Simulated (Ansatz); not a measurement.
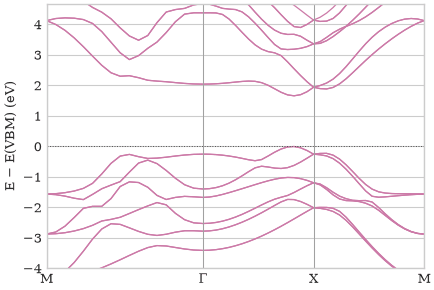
Figure: Band structure from r²SCAN+D4 with spin–orbit coupling (plane waves, PAW; program Ansatz)

### Question
Read off the gap and where the band edges lie.

### Answer
About 1.7 eV (1.66 eV by a search for the band edges); maximum on the Γ–X line, 81 % of the way from Γ, minimum on the Γ–X line, 82 % of the way from Γ.

The material is monolayer PbS (square, P4/nmm in the vacuum cell, 4 atoms).

The layer was cut from a bulk entry of the Materials Project (measured or hypothetical); whether that bulk phase is the ambient one, and whether the layer has been isolated, was not checked. Symmetry was held in the r²SCAN+D4 relaxation; its stability against distortions is not shown here.

Potentials: the later of the program's two PAW sets.
